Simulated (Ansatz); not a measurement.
## Geometry relaxation, with input and output: WH₃ClOF₃ (part 2 of 2)

WH₃ClOF₃, multiplicity 2; UKS PBE/def2-SVP (Ansatz 0.2.0). It belongs to a series of runs on one base structure; here: end point B relaxed.

Geometry of the input (Å):
```
W  -0.1196  0.0469  0.0253
H  0.6466  0.2087  2.8406
F  1.6910  -0.0205  0.4594
Cl -0.0552  2.3709  -0.1257
F  -1.9596  0.0702  0.2222
F  -0.1518  -1.8633  0.2551
H  0.0146  -0.0523  -1.6686
O  -0.2272  -0.0405  2.4435
H  -0.3532  -0.9812  2.6954
```

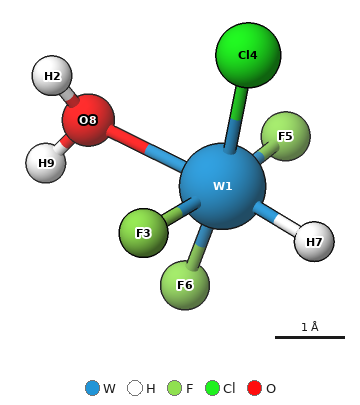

**Figure 1.** The geometry at step 13 of the log (ball-and-stick view, seen at a tilt; atoms are numbered from 1 in the order of the input).

Trajectory as extended XYZ, continued
```
9
Properties=species:S:1:pos:R:3:forces:R:3 step=6 energy=-24574.34037
W    -0.1234    0.0432    0.0267   -0.0026  -0.0151  -0.0097
H     0.4765    0.3473    2.9476   -0.0596  -0.0222  -0.0331
F     1.7009   -0.0677    0.3823    0.0042  -0.0084  -0.0085
Cl   -0.0110    2.3679   -0.0930   -0.0016   0.0061   0.0107
F    -1.9664    0.1062    0.1852   -0.0133   0.0023  -0.0151
F    -0.1947   -1.8637    0.2782    0.0012   0.0080   0.0046
H    -0.0015   -0.0558   -1.6671    0.0020   0.0000   0.0068
O    -0.2232   -0.0936    2.4245    0.0754  -0.0872   0.0784
H    -0.1716   -1.0449    2.6627   -0.0057   0.1165  -0.0341
9
Properties=species:S:1:pos:R:3:forces:R:3 step=7 energy=-24574.34201
W    -0.1248    0.0295    0.0248    0.0132  -0.0055   0.0601
H     0.4096    0.4216    2.9682   -0.1893  -0.1584  -0.1741
F     1.7088   -0.1153    0.3283   -0.0470   0.0188  -0.0225
Cl   -0.0045    2.3600   -0.0028    0.0183  -0.0295  -0.0151
F    -1.9730    0.1052    0.1340    0.0141  -0.0112  -0.0121
F    -0.2144   -1.8760    0.2800   -0.0064   0.0295  -0.0159
H    -0.0035   -0.0523   -1.6696    0.0063   0.0079   0.0019
O    -0.2084   -0.0984    2.4076    0.1873   0.0803   0.1767
H    -0.1042   -1.0354    2.6766    0.0036   0.0680   0.0011
9
Properties=species:S:1:pos:R:3:forces:R:3 step=8 energy=-24574.34320
W    -0.1318    0.0277    0.0306    0.0374  -0.0492  -0.0261
H     0.3772    0.4452    2.9646   -0.1562  -0.1363  -0.1355
F     1.7046   -0.1179    0.3165   -0.0443  -0.0067   0.0002
Cl    0.0210    2.3558   -0.0011   -0.0252  -0.0062   0.0137
F    -1.9814    0.0976    0.1230    0.0300   0.0252  -0.0032
F    -0.2224   -1.8794    0.2677    0.0027   0.0208  -0.0014
H    -0.0050   -0.0388   -1.6641   -0.0065   0.0025   0.0105
O    -0.2093   -0.1134    2.4092    0.1691   0.1074   0.1565
H    -0.0674   -1.0380    2.7007   -0.0071   0.0425  -0.0146
9
Properties=species:S:1:pos:R:3:forces:R:3 step=9 energy=-24574.34027 accepted=F
W    -0.1179    0.0154    0.0287   -0.0558  -0.0086  -0.0298
H     0.2520    0.4960    3.0033    0.1486   0.2140   0.2011
F     1.7244   -0.1415    0.2022    0.1266  -0.0396   0.0700
Cl    0.0338    2.3454    0.0624   -0.0047   0.0151   0.0031
F    -1.9680    0.1092    0.1218   -0.0278  -0.0114  -0.0444
F    -0.2321   -1.8892    0.2644    0.0028   0.0066  -0.0063
H    -0.0056   -0.0418   -1.6663   -0.0676   0.0226  -0.0009
O    -0.1576   -0.1274    2.3842   -0.1428  -0.1643  -0.2113
H    -0.0432   -1.0272    2.7464    0.0207  -0.0344   0.0185
9
Properties=species:S:1:pos:R:3:forces:R:3 step=10 energy=-24574.34483
W    -0.1249    0.0182    0.0278   -0.0442   0.0017  -0.0081
H     0.3188    0.4775    2.9843   -0.0121  -0.0088  -0.0299
F     1.7119   -0.1401    0.2865    0.0269  -0.0017  -0.0154
Cl    0.0206    2.3479    0.0308    0.0094   0.0021   0.0110
F    -1.9752    0.1083    0.1038    0.0133  -0.0154   0.0102
F    -0.2324   -1.8874    0.2603   -0.0051   0.0097  -0.0070
H    -0.0155   -0.0330   -1.6677    0.0149  -0.0049   0.0015
O    -0.1818   -0.1213    2.3965   -0.0055   0.0083   0.0418
H    -0.0358   -1.0313    2.7247    0.0024   0.0091  -0.0042
9
Properties=species:S:1:pos:R:3:forces:R:3 step=11 energy=-24574.34555
W    -0.1280    0.0156    0.0283    0.0008  -0.0073   0.0008
H     0.3101    0.4911    2.9728    0.0079   0.0077   0.0076
F     1.7107   -0.1479    0.2763    0.0043   0.0005   0.0000
Cl    0.0254    2.3453    0.0508    0.0007  -0.0021   0.0092
F    -1.9781    0.1030    0.0973    0.0009  -0.0017   0.0024
F    -0.2373   -1.8897    0.2563   -0.0029  -0.0012  -0.0081
H    -0.0099   -0.0291   -1.6665   -0.0012  -0.0010  -0.0017
O    -0.1870   -0.1227    2.3990   -0.0161   0.0058  -0.0173
H    -0.0205   -1.0267    2.7328    0.0057  -0.0007   0.0071
9
Properties=species:S:1:pos:R:3:forces:R:3 step=12 energy=-24574.34604
W    -0.1301    0.0071    0.0280    0.0297   0.0095   0.0142
H     0.2903    0.5211    2.9579   -0.0404  -0.0637  -0.0419
F     1.7103   -0.1662    0.2640   -0.0212   0.0070   0.0027
Cl    0.0297    2.3371    0.0929    0.0037  -0.0107   0.0029
F    -1.9804    0.0982    0.0816   -0.0061  -0.0018   0.0008
F    -0.2467   -1.8983    0.2414   -0.0029  -0.0103  -0.0077
H    -0.0075   -0.0224   -1.6664   -0.0054   0.0002  -0.0068
O    -0.1882   -0.1228    2.3977    0.0484   0.0114   0.0388
H     0.0081   -1.0150    2.7500   -0.0058   0.0583  -0.0030
9
Properties=species:S:1:pos:R:3:forces:R:3 step=13 energy=-24574.34644
W    -0.1295   -0.0002    0.0282    0.0363   0.0083   0.0015
H     0.2638    0.5463    2.9517   -0.0459  -0.0826  -0.0543
F     1.7129   -0.1772    0.2417   -0.0170  -0.0009   0.0120
Cl    0.0402    2.3292    0.1301   -0.0049  -0.0131  -0.0018
F    -1.9803    0.0908    0.0746   -0.0048   0.0049  -0.0035
F    -0.2508   -1.9067    0.2250   -0.0009  -0.0036  -0.0034
H    -0.0107   -0.0184   -1.6669   -0.0137   0.0053  -0.0035
O    -0.1814   -0.1226    2.3925    0.0516   0.0288   0.0491
H     0.0214   -1.0024    2.7703   -0.0006   0.0529   0.0038
9
Properties=species:S:1:pos:R:3:forces:R:3 step=14 energy=-24574.34687
W    -0.1295   -0.0086    0.0278    0.0269  -0.0131  -0.0143
H     0.2518    0.5698    2.9308   -0.0480  -0.0662  -0.0496
F     1.7128   -0.1910    0.2434   -0.0365   0.0022  -0.0051
Cl    0.0484    2.3194    0.1651   -0.0075  -0.0152  -0.0037
F    -1.9808    0.0819    0.0632    0.0120   0.0102   0.0103
F    -0.2555   -1.9171    0.2012    0.0011   0.0177  -0.0034
H    -0.0193   -0.0078   -1.6686    0.0060   0.0018   0.0075
O    -0.1817   -0.1219    2.3905    0.0543   0.0166   0.0684
H     0.0395   -0.9858    2.7936   -0.0082   0.0461  -0.0101
9
Properties=species:S:1:pos:R:3:forces:R:3 step=15 energy=-24574.34732
W    -0.1269   -0.0147    0.0261    0.0106  -0.0157  -0.0184
H     0.2256    0.5860    2.9253   -0.0447  -0.0608  -0.0559
F     1.7151   -0.2025    0.2327   -0.0203   0.0056   0.0028
Cl    0.0509    2.3124    0.1799    0.0044  -0.0050   0.0001
F    -1.9777    0.0838    0.0682    0.0059  -0.0028   0.0037
F    -0.2596   -1.9237    0.1847   -0.0010   0.0231  -0.0045
H    -0.0192   -0.0001   -1.6705   -0.0011  -0.0028   0.0090
O    -0.1775   -0.1260    2.3877    0.0616   0.0119   0.0891
H     0.0550   -0.9762    2.8131   -0.0155   0.0466  -0.0259
9
Properties=species:S:1:pos:R:3:forces:R:3 step=16 energy=-24574.34757
W    -0.1269   -0.0177    0.0231    0.0025  -0.0264   0.0033
H     0.2011    0.5980    2.9205   -0.0336  -0.0472  -0.0510
F     1.7140   -0.2057    0.2311    0.0034  -0.0056   0.0008
Cl    0.0619    2.3074    0.1917   -0.0046   0.0103  -0.0016
F    -1.9773    0.0836    0.0723    0.0042   0.0000   0.0025
F    -0.2630   -1.9266    0.1688   -0.0015   0.0119  -0.0053
H    -0.0229   -0.0005   -1.6731   -0.0011   0.0048   0.0005
O    -0.1747   -0.1307    2.3861    0.0508   0.0034   0.0900
H     0.0733   -0.9688    2.8266   -0.0200   0.0487  -0.0391
9
Properties=species:S:1:pos:R:3:forces:R:3 step=17 energy=-24574.34772
W    -0.1252   -0.0222    0.0232   -0.0133   0.0070  -0.0158
H     0.1853    0.6077    2.9163   -0.0213  -0.0368  -0.0387
F     1.7146   -0.2142    0.2334    0.0137  -0.0031   0.0040
Cl    0.0654    2.3031    0.1945    0.0007   0.0069   0.0066
F    -1.9752    0.0825    0.0783    0.0007  -0.0045   0.0045
F    -0.2665   -1.9311    0.1534   -0.0018   0.0002   0.0030
H    -0.0249    0.0073   -1.6727    0.0013  -0.0045  -0.0032
O    -0.1755   -0.1320    2.3873    0.0395  -0.0136   0.0693
H     0.0876   -0.9622    2.8335   -0.0194   0.0483  -0.0296
9
Properties=species:S:1:pos:R:3:forces:R:3 step=18 energy=-24574.34786
W    -0.1241   -0.0238    0.0213   -0.0140   0.0007   0.0058
H     0.1795    0.6136    2.9077   -0.0054  -0.0094  -0.0116
F     1.7151   -0.2189    0.2349    0.0046   0.0025   0.0021
Cl    0.0660    2.3013    0.2054    0.0047  -0.0001  -0.0003
F    -1.9737    0.0816    0.0822    0.0014  -0.0031  -0.0008
F    -0.2687   -1.9325    0.1469    0.0003  -0.0002  -0.0027
H    -0.0249    0.0070   -1.6748    0.0011   0.0001  -0.0038
O    -0.1777   -0.1324    2.3867    0.0191  -0.0212   0.0287
H     0.0941   -0.9570    2.8368   -0.0119   0.0307  -0.0173
9
Properties=species:S:1:pos:R:3:forces:R:3 step=19 energy=-24574.34792
W    -0.1252   -0.0257    0.0211    0.0001  -0.0012  -0.0004
H     0.1773    0.6186    2.9004    0.0028   0.0051   0.0045
F     1.7139   -0.2207    0.2381   -0.0018  -0.0008   0.0014
Cl    0.0698    2.2990    0.2113   -0.0022  -0.0039   0.0001
F    -1.9747    0.0782    0.0845    0.0016   0.0028  -0.0010
F    -0.2698   -1.9348    0.1381    0.0012   0.0018  -0.0010
H    -0.0249    0.0092   -1.6752   -0.0007   0.0002   0.0011
O    -0.1791   -0.1327    2.3874    0.0014  -0.0145  -0.0004
H     0.0984   -0.9524    2.8415   -0.0024   0.0103  -0.0043
```

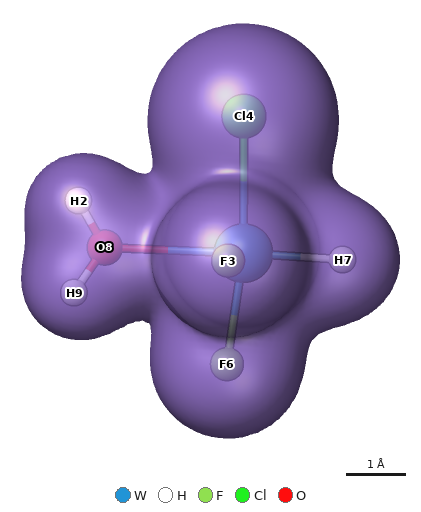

**Figure 2.** Isosurface of the electron density at 0.05 e/Å³ (purple), seen face on. At this value the surface is in one piece. On the grid the lowest density along these lines, outside the cores, is 1 e/Å³ (W–F, 1.85 Å), 0.6 e/Å³ (W–Cl, 2.34 Å), 0.34 e/Å³ (W–O, 2.37 Å) and 2.3 e/Å³ (O–H, 0.98 Å).

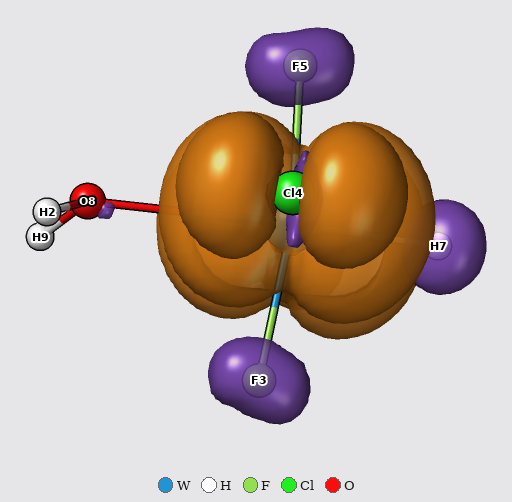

**Figure 3.** Isosurfaces of the spin density (α minus β) at +0.008 (orange) and −0.008 e/Å³ (purple), seen from the side. The unpaired spin (1 electron) lies mostly on W1 (about 0.8), Cl4 (about 0.1) and F6 (about 0.1), in electrons by Hirshfeld's partition.

Results in brief

- outcome: converged
- total energy: −24574.3480 eV
- mean-field energy: −24574.3480 eV
- ⟨S²⟩: 0.753
- largest force (length of the vector) at the end: 0.015 eV/Å
- wall time: 60 s (CPU time 3.7 min)
- peak memory: 0.27 GiB
